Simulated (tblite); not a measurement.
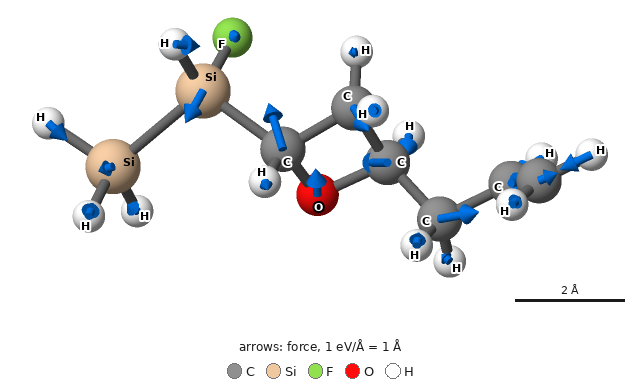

Starting geometry of C6H13FOSi2 with the computed forces as blue arrows. Style: ball-and-stick. Shown at a tilt.

The calculation used GFN2-xTB geometry optimisation, gas phase (tblite 0.8.0). 

Is this structure relaxed? If not, where do the atoms go?

It isn't relaxed: the largest force vector, on a C atom, is 1.12 eV/Å. The final displacements have little in common with the starting forces (cosine between the two patterns 0.09). An H atom moves most after the best rigid fit: 1.48 Å. Largest moves by element: H 1.48 Å, O 0.95 Å, Si 0.92 Å, F 0.80 Å, C 0.69 Å. Some distances before and after: H–Si 1.492 → 1.462 Å, C–H 1.108 → 1.082 Å, C–Si 1.935 → 1.910 Å, C–H 1.119 → 1.098 Å. Among the angles between lasting bonds that change: Si–Si–H 110.5° → 126.8°, Si–C–O 114.9° → 106.4°, F–Si–H 107.1° → 99.6°. Groups turn about C–Si by about 40°. After 211 geometry steps the energy has fallen by 0.249 eV.
